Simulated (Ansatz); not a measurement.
```sh
ansatz run in.yaml --threads 2 --pin off --events-out ev --progress --plain --max-ram 4352MiB
```

```yaml
crystal:
  periodic: [false, false, false]
  atoms:
    - {symbol: B, position_ang: [-1.390626, 0.203775, -0.512118]}
    - {symbol: O, position_ang: [-0.343365, 0.030348, 0.080509]}
    - {symbol: Si, position_ang: [1.195955, -0.224662, 0.952780]}
    - {symbol: H, position_ang: [0.744007, -0.243614, 2.351112]}
    - {symbol: H, position_ang: [-2.401394, 0.371157, -1.084073]}
    - {symbol: H, position_ang: [1.968876, 0.955293, 0.540181]}
    - {symbol: H, position_ang: [1.639379, -1.512303, 0.400244]}
basis:
  gaussian: {orbitals: def2-TZVPP}
total_charge: 1
hamiltonian: {xc: {name: wB97M-V}}
```

Describe the molecule in this file.

Formula BH4OSi(+). This geometry has C3v symmetry. Coordination: 1 B linear; 1 O linear; 1 Si tetrahedral.

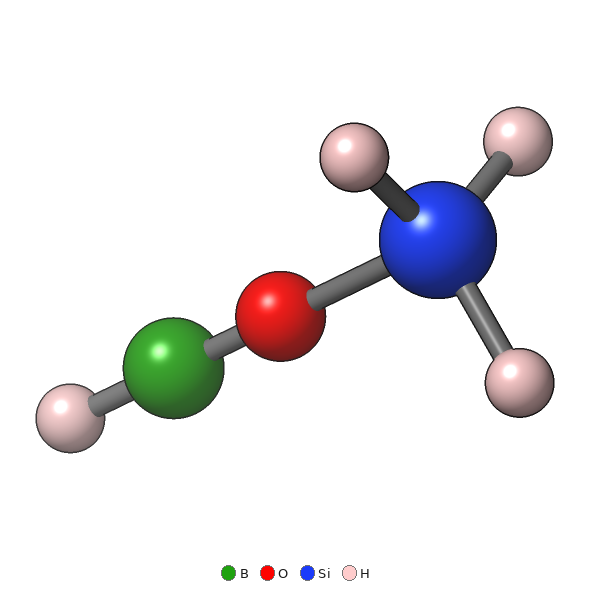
